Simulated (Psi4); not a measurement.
Reaction (SMILES): N#P (N-P) + H+ → P#[NH+]
B3LYP-D3(BJ)/def2-TZVP geometries, fixed; electronic energies without zero-point terms; positive where energy is released.

Basis-set convergence of the proton affinity at MP2 with Psi4. Cartesian d functions, on some or all atoms, in 6-31G*, 6-31G**; all else is spherical. Density fitting with the program's default auxiliary sets. Cores are frozen. Psi4's default fitting sets serve the pcseg sets less well. The proton sits at the site shown, which need not be the one that binds it best. No added dispersion term, no relativity. Functions are those of the species that has most. Reference: Hartree-Fock in aug-cc-pV(Q+d)Z plus the correlation part extrapolated as X^-3 from aug-cc-pV(T+d)Z and aug-cc-pV(Q+d)Z, 191.50 kcal/mol, itself unsure by roughly 0.18 kcal/mol (a third of the extrapolation step and of the last Hartree-Fock step). Deviations are taken from unrounded values.

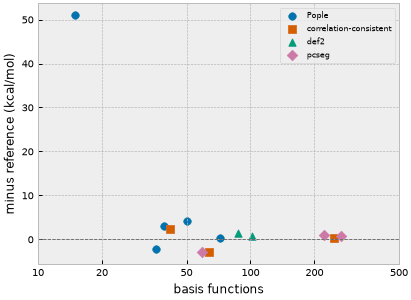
Fig. 1. Deviation from the reference against the number of basis functions, by family of sets.

```csv
basis,functions,proton affinity (kcal/mol),minus reference (kcal/mol)
STO-3G,15,242.46,50.96
6-31G*,36,189.28,-2.22
6-31G**,39,194.57,3.07
cc-pV(D+d)Z,42,193.86,2.36
6-311G**,50,195.75,4.25
aug-pcseg-1,59,188.60,-2.90
aug-cc-pV(D+d)Z,64,188.74,-2.76
"6-311++G(2d,2p)",72,191.93,0.43
def2-TZVPP,87,193.04,1.54
def2-TZVPPD,102,192.18,0.68
aug-pcseg-3,223,192.57,1.07
cc-pV(5+d)Z,246,191.82,0.32
pcseg-4,267,192.25,0.75
```
